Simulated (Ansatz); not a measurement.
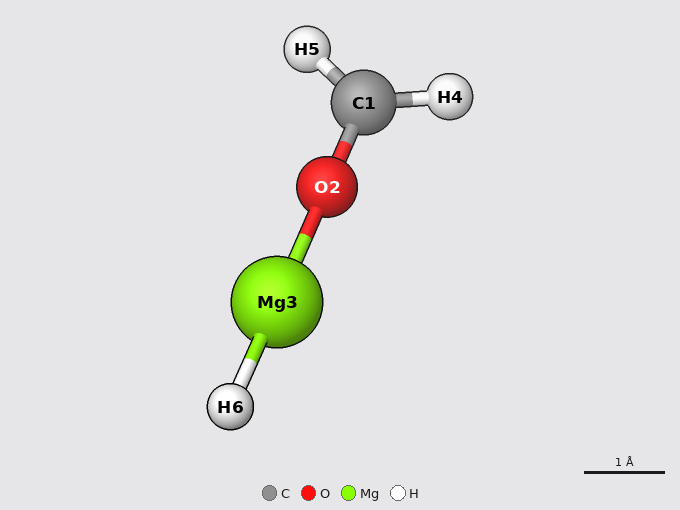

Numbered structure. The species is neutral and a spin doublet. The geometry was computed by an optimisation with PBE-D4/def2-SVP. No frequency run is at hand to confirm it as a minimum.

What is the geometry at Mg3?

Mg3 has 2 neighbours (O2 at 1.81, H6 at 1.69 Å); the arrangement is linear.

How are the neighbours of atom 1 arranged?

C1 has 3 neighbours (O2 at 1.33, H4 at 1.11, H5 at 1.11 Å); the arrangement is trigonal planar.

What is the geometry at O2?

O2 has 2 neighbours (C1 at 1.33, Mg3 at 1.81 Å); the arrangement is linear.
